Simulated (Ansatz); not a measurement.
# Band-structure calculation, with input and output: CuH₃

System: CuH₃ (4 atoms in the cell).
Method: DFT PBE, scalar-relativistic, plane waves, PAW, no spin polarisation (Ansatz 0.2.0).

The structure was made by a generator, so it may or may not be a known phase.

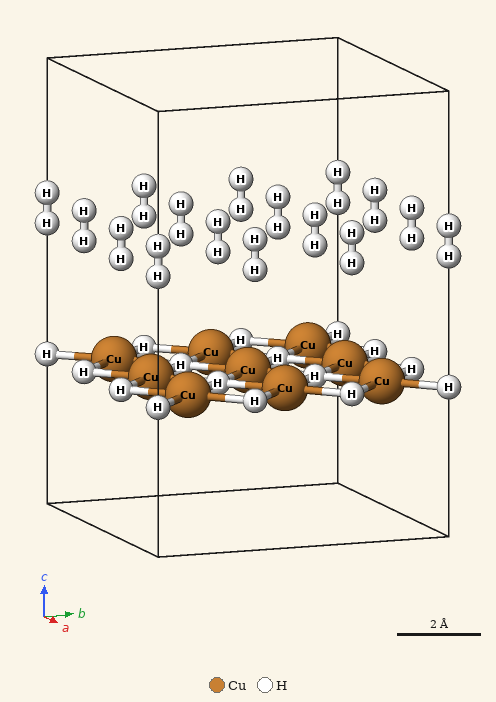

Figure 1. The structure (ball-and-stick view of the 3 × 3 repeat of the cell, with the vacuum cut short, seen slightly off an axis).

### Input file
```yaml
crystal:
  lattice:
    - [2.5107104594, 0.0, 0.0]
    - [0.0, 2.5107104594, 0.0]
    - [0.0, 0.0, 31.393522282]
  atoms:
    - { symbol: Cu, position: [0.5, 0.5, 0.213277587] }
    - { symbol: H, position: [0.0, 0.0, 0.2129248895] }
    - { symbol: H, position: [0.0, 0.0, 0.3394303463] }
    - { symbol: H, position: [0.0, 0.0, 0.3156696168] }
  periodic: [true, true, false]
basis:
  ecutwfc: 420
kpoints:
  mp_grid: { grid: [18, 18, 1] }
  band_path:
    path: [[0.0, 0.0, 0.0], [0.0, 0.5, 0.0], [0.5, 0.5, 0.0], [0.0, 0.0, 0.0]]
    npoints: 14
hamiltonian:
  xc: pbe
scf:
  occupations: { method: gaussian, width: 0.1 }
  n_extra_bands: 10
output:
  forces: true
  stress: true
  eigenvalues: true
  populations: true
  dos: { projected: true, de: 0.02, nscf_kmesh: { grid: [22, 22, 1] } }
  bader: true
  write_density: true
  write_potential: true
  elf: true
  volumetric_format: npy
```

Run on 1 thread of Arm Neoverse V1, 24 GiB of memory available, shared host.

Run as:
```bash
ansatz run input.yaml --threads 1 --pin off --max-ram 2048MiB --backend cpu --events-out ev --progress --plain --runs-dir out
```

### Log
```
scf.n_extra_bands = 10 over 11 filled bands (N_el = 22.0): the run solves 21 bands
Engine: ansatz 0.2.0, aarch64-unknown-linux-gnu
Pseudopotentials: kind: paw
Pseudopotential: Cu, paw, valence charge 19, recommended cutoff 420 eV (normal), Cu.paw.azcp
Pseudopotential: H, paw, valence charge 1, recommended cutoff 420 eV (normal), H.paw.azcp
Functional definition: PBE
  parameter kappa = 0.804
  parameter beta = 0.06672455060314922
  exchange = pbe_x(kappa = kappa, mu = beta*pi^2/3)
  correlation = pbe_c(beta = beta)
Crystal: 4 atoms, lattice volume = 197.894 Å³
Basis set: ecut = 420 eV, 3841 PW (Γ), exchange–correlation on 36×36×432 points (8 copies of the dense FFT grid, shifted against one another)
Bands: 21, of which v1, the nominal top of the filled ones, is band 11 counted from 1 (10 counted from 0)
Symmetry: 8 space group operations
Space group: P4mm (ITA 99), of the structure as read, at distance tolerance 5.8e-5 Å
k-points: 55 of 324
Non-local potential: Cu, projectors of the file, l = 0: 3, l = 1: 2, l = 2: 3, l = 3: 1
Non-local potential: H, projectors of the file, l = 0: 2, l = 1: 1
PAW form: soft (Blöchl's): semilocal exchange-correlation on the pseudo side does not see the compensation charge
PAW one-centre angular grid: Cu, 590 points (default); XC on 64 Gauss nodes
PAW one-centre angular grid: H, 110 points (default); XC on 64 Gauss nodes
Initial density: superposition of atomic densities (neutral atoms: chi_scale 0, normalization atom), corrected by the library's trained network
Initial wavefunctions: pseudopotential atomic-orbital guess
Functional: x = pbe(κ = 0.804, μ = 0.2195149727645171), c = pbe(β = 0.06672455060314922)
SCF iter   1: F=—  HF=-6672.047319 eV  |F-HF|=—  |Δ(HF+E_count)|=         —  Δρ=2.20e-3  dr2=4.56e-2  ethr=1.77e-3  ⟨swp⟩=7.5  Hψ=7661  notcnv=0  defer=83
preconditioner: auto → LDOS  [insulator: Δε(μ)=0.260 eV  Ē_g=11.524 eV  σ=0.100 eV  W_gap=0.93  n_scr=18 (ndim 8)  ℏωp=9.9 eV  f_vac=0.771  D(μ)=0.11/eV (n_scr^D=2)  ε∞_Penn≈1.7  β→1.0]
SCF iter   2: F=—  HF=-6672.044777 eV  |F-HF|=—  |Δ(HF+E_count)|=   2.54e-3  Δρ=4.01e-3  dr2=4.40e-2  ethr=2.07e-4  ⟨swp⟩=3.1  Hψ=2567  notcnv=0  defer=204
SCF iter   3: F=—  HF=-6672.038257 eV  |F-HF|=—  |Δ(HF+E_count)|=   6.52e-3  Δρ=3.92e-3  dr2=1.85e-2  ethr=2.00e-4  ⟨swp⟩=2.7  Hψ=2438  notcnv=0  defer=215
SCF iter   4: F=—  HF=-6672.034294 eV  |F-HF|=—  |Δ(HF+E_count)|=   3.96e-3  Δρ=3.05e-4  dr2=8.35e-4  ethr=8.41e-5  ⟨swp⟩=2.3  Hψ=1578  notcnv=0  defer=215
SCF iter   5: F=—  HF=-6672.034177 eV  |F-HF|=—  |Δ(HF+E_count)|=   1.17e-4  Δρ=1.35e-4  dr2=4.46e-5  ethr=3.80e-6  ⟨swp⟩=2.7  Hψ=1443  notcnv=0  defer=215
SCF iter   6: F=—  HF=-6672.034175 eV  |F-HF|=—  |Δ(HF+E_count)|=   1.67e-6  Δρ=2.16e-5  dr2=1.20e-6  ethr=2.03e-7  ⟨swp⟩=2.4  Hψ=1856  notcnv=0  defer=198
SCF iter   7: F=-6672.034177 eV  HF=-6672.034177 eV  |F-HF|=1.65e-7  |Δ(HF+E_count)|=   1.59e-6  Δρ=6.99e-6  dr2=9.33e-8  ethr=4.55e-10  ⟨swp⟩=21.6  Hψ=12339  notcnv=0
SCF 1 converged in 7 iterations: F = -6672.034177 eV  dr2 = 9.33e-8
  greatest PAW one-centre occupation: 1.000 electrons in one spin orbital (limit 2), on the Cu atom at site 0 (counted from 0), in its partial waves of l = 0
```

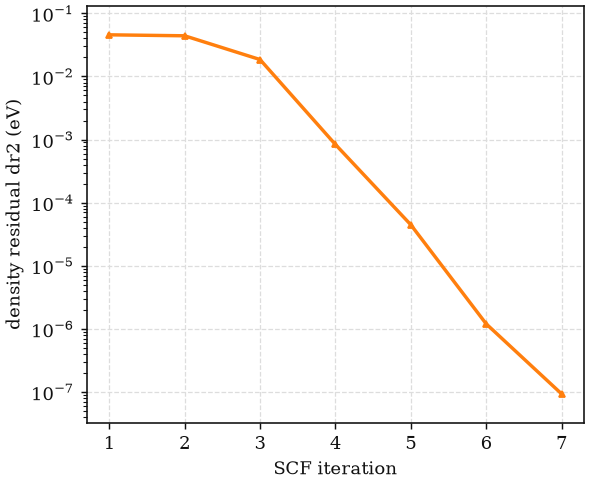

Figure 2. Convergence of the self-consistent field: density residual dr2 against the SCF iteration. The residual falls at every step.

```
NSCF: frozen V_eff on 43 k-points
NSCF: frozen V_eff on 78 k-points
WARN: The output density's exchange-correlation potential varies sharply where the density is thin. Do not read a vacuum level from v_tot or v_xc, or from such a field of the output density. On a cell that repeats whose density bears no net charge and no dipole along the vacuum's axis use v_es (v_loc + v_h of the components); under efield.dipole_correction with no amplitude use v_es + v_field, which holds any external_charges[].barrier, or the levels of the report's work_function block, which leave it out; under a non-zero efield.amplitude the vacuum is tilted and has no level; on a cell that repeats and bears such a dipole with no correction it is tilted too, and efield.dipole_correction with no amplitude gives each side of its ramp a level where efield: is served; in a cell that repeats whose density bears a net charge (total_charge, or a fill off its count) it is curved and has none; of a slab under crystal.periodic whose density bears no net charge use v_es, which has a level on each side, short of where the two are joined; of another it falls or rises all the way out and has none; of a slab beside external_charges read slab_vacuum_level instead, which it has where they leave it neutral. The grid or the basis barely resolves most such structure, and the values can differ between equally converged runs; as a rule a tighter scf.convergence.dr2_threshold does not remove it. Where the density itself ripples (under the LDA too) a higher basis.ecutwfc lessens it. The files hold the spikes' plane waves up to the density's cutoff. Files: v_tot_of_output_density and the like, and their columns of v_z.tsv (output.write_potential); v_xc_of_output_density and the like, and their columns of v_comp_z.tsv (output.write_potential_components). Measured: with its Gaussian average of σ = 0.25 Å subtracted twice, the exchange-correlation potential is over 0.1 eV at 3 of the grid points where the equally averaged density (valence and model cores) is under 1e-3 e/Å³, and 0.191 eV at the most among them, at an averaged density of 8.2e-9 e/Å³. The input density's (outcome.potential() and, of a run that writes arrays, v_tot and v_xc) is over 0.1 eV, so measured, at 317 points of its own thin density, 0.162 eV at the most. See output.write_potential in the manual, Limitations
SCF converged after 7 iterations
Free energy (F): -6672.034177 eV
Harris-Foulkes:  -6672.034177 eV  (|F-HF|=1.65e-7)
Internal energy: -6672.033910 eV  (E = F + TS)
E sigma→0 (E₀):  -6672.034043 eV
Entropy (-TS):   -0.000267 eV (-0.067 meV/atom)
Fermi energy:    -3.757033 eV
--- Per-component energies (eV) ---
  E_band       = -797.031836
  E_kinetic    = 340.064771
  E_local      = -52224.873154  (includes V_loc(G=0)·N_el)
  E_nonlocal   = 399.382558
  E_hartree    = 25649.104746
  E_xc         = -114.933264
  E_vxc        = -148.132785  (∫ρ·V_xc dr)
  E_paw        = -1668.705661  (= ΣΔE_a)
  E_vpaw       = -461.652498  (= ΣTr[D̂ρ^β])
  E_aug_tail   = -0.003428  (compensation charges beyond the density's cutoff)
  E_ewald      = 20947.929522
  E_smearing   = -0.000267  (= −TS)
  E_closure    = -0.000000  (closes the sum)
  Σ components = -6672.034177   (vs F -6672.034177, Δ=0.00e0)
--- Forces (eV/Å), atoms counted from 1 ---
  atom   1  Cu    -0.00000000     0.00000000     0.00082540
  atom   2  H      0.00000000     0.00000000    -0.00125399
  atom   3  H      0.00000000     0.00000000    -0.00060650
  atom   4  H      0.00000000     0.00000000     0.00091801
  max |Σ_I F_I| component: 1.17e-4 eV/Å
--- 2D stress c σ (N/m, compression-positive) ---
       -0.006084       0.000000       0.000000
        0.000000      -0.006084       0.000000
        0.000000       0.000000       0.000000
  P = ½ c Tr σ = -0.0061 N/m
--- Band table (eV; the first three rows and the last of 55) ---
  k-point 0: bands = ["-117.2057", "-74.6438", "-74.6438", "-74.4113", "-14.2206", "-11.5406", "-8.6538", "-7.3677", "-6.7517", "-6.7517", "-6.6936", "-4.4634", "-1.3086 (-1.3086°)", "-0.3701 (-0.3760°)", "0.2826", "0.5529", "1.1635", "1.6805", "2.3465", "2.9506", "3.7581"]
  k-point 1: bands = ["-117.2056", "-74.6460", "-74.6436", "-74.4111", "-14.1467", "-11.4955", "-8.6322", "-7.3538", "-6.8169", "-6.7489", "-6.7178", "-4.3447", "-1.2432 (-1.2432°)", "-0.2982 (-0.3040°)", "0.3527", "0.6256", "1.2303", "1.7528", "2.4091", "3.0237", "3.8124"]
  k-point 2: bands = ["-117.2050", "-74.6523", "-74.6431", "-74.4106", "-13.9270", "-11.3630", "-8.5711", "-7.3138", "-6.9815", "-6.7868", "-6.7407", "-4.0174", "-1.0488 (-1.0488°)", "-0.0844 (-0.0898°)", "0.5612", "0.8430", "1.4274", "1.9681", "2.5898", "3.2424", "3.9533"]
  k-point 54: bands = ["-117.1935", "-74.7084", "-74.7084", "-74.3991", "-11.4043", "-8.1834", "-7.5827", "-7.5827", "-6.7570", "-6.1512", "-1.1084", "-0.3390", "-0.3390", "4.2026", "6.0076", "6.3442", "6.3442", "6.7012", "8.2982", "9.2479", "9.2479"]
  ° read free of the cell's end (the report's vacuum.weakly_bound_levels)
--- Löwdin populations: 4 sites ---
  site symbol       q [e]
     0     Cu     18.4335
     1      H      1.3539
     2      H      0.9735
     3      H      0.9994
  spilling = 0.010896 (of n_electrons = 22.000000)
--- Bader charges: 4 sites ---
  site symbol  charge [e]  shift [e]
     0     Cu      0.3062     0.0008
     1      H     -0.2932     0.0008
     2      H     -0.0008     0.0000
     3      H     -0.0122     0.0000
  estimated error of the sums over rays = 5.3e-4 e
```

### File bader_charges.tsv
```
# site	symbol	x_ang	y_ang	z_ang	partial_charge_e	electrons	volume_ang3	relative_density_drop	shared_charge_e	partial_wave_shift_e
# quadrature_error_electrons = 5.3e-4
0	Cu	1.2554	1.2554	6.6955	0.30621	28.69379	19.98	-	0.30621	0.00078
1	H	0.0000	0.0000	6.6845	-0.29320	1.29320	6.10	-	-0.29320	0.00078
2	H	0.0000	0.0000	10.6559	-0.00078	1.00078	8.71	-	-0.00078	0.00000
3	H	0.0000	0.0000	9.9100	-0.01220	1.01220	9.59	-	-0.01220	0.00000
```

### File populations.tsv
```
# site	symbol	l	j	q
# orbitals = lowdin
# n_electrons = 22.000000
# spilling = 0.010896
0	Cu	0_3S	-	1.996485
0	Cu	0_4S	-	0.640140
0	Cu	1_3P	-	5.999309
0	Cu	2_3D	-	9.797582
1	H	0_1S	-	1.353930
2	H	0_1S	-	0.973456
3	H	0_1S	-	0.999379
```

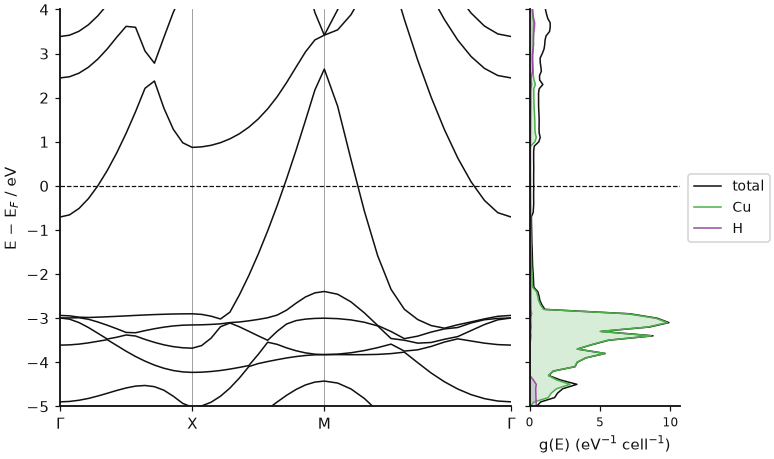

Figure 3. Band structure along Γ–X–M–Γ and density of states (projected on Löwdin-orthogonalised atomic shells), with energies from the Fermi level. Bands cross the Fermi level: a metal at this level of theory.

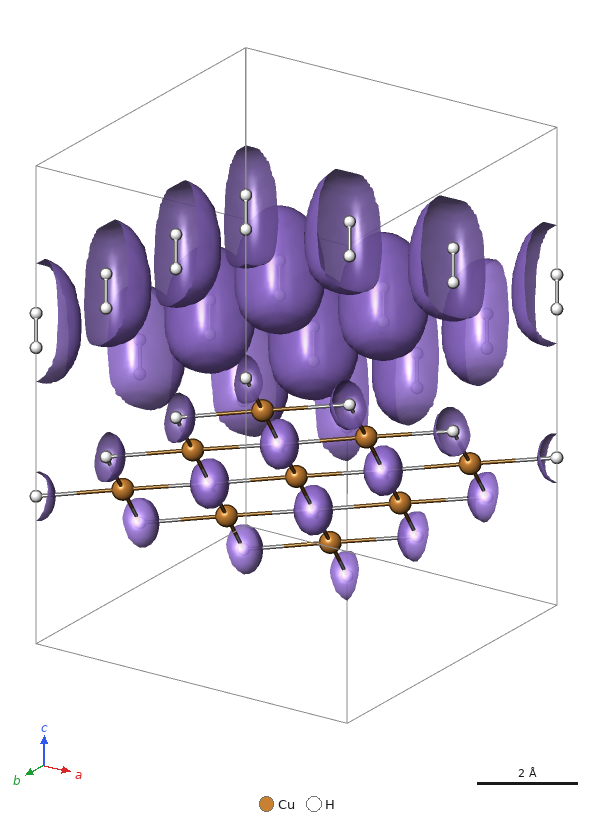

Figure 4. Isosurface of the ELF at 0.9 (purple), seen at an oblique angle. Only the valence region is drawn (cores and ρ < 0.01 e/Å³ removed). Sticks mark near contacts. Counts are for one cell; the picture repeats the cell along the surface. Along the contacts the grid gives the following. Cu–H (1.78 Å): the ELF climbs to about 1 towards the hydrogen, as it does in any bond to H. Core electrons are frozen (PAW), so the fields are smoothed inside the atomic spheres.

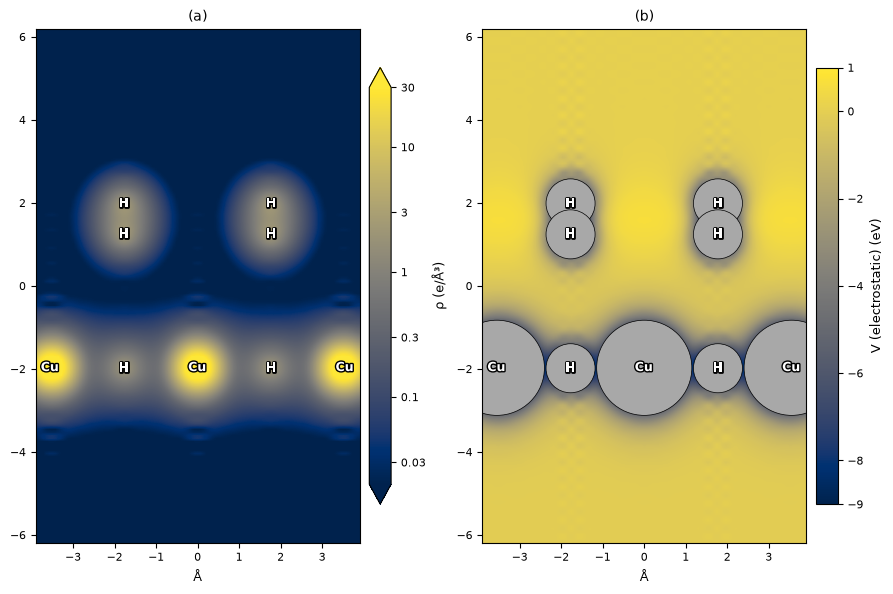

Figure 5. (a) valence pseudo-density; (b) electrostatic potential energy of an electron on the (110) plane of the calculation cell, a cut from vacuum to vacuum. Grey discs, where drawn, cover atomic cores. The section cuts through Cu and H sites. H–H (0.75 Å): ρ at the midpoint is about 1.8 e/Å³. Cu–H (1.78 Å): the density is about 0.67 e/Å³ at the midpoint, with its minimum of 0.46 e/Å³ about 1.1 Å from Cu. The density dies away to nearly zero in the vacuum.

### Summary

- outcome: converged
- electrons treated: 22
- free energy: −6672.0342 eV
- Fermi energy: −3.757 eV
- gap on the k-point mesh: none (metallic)
- largest force (length of the vector): 0.001 eV/Å
- wall time: 1.7 min
- peak memory: 0.51 GiB

### Remarks

The program warns: the exchange-correlation potential is rough where the density is thin.
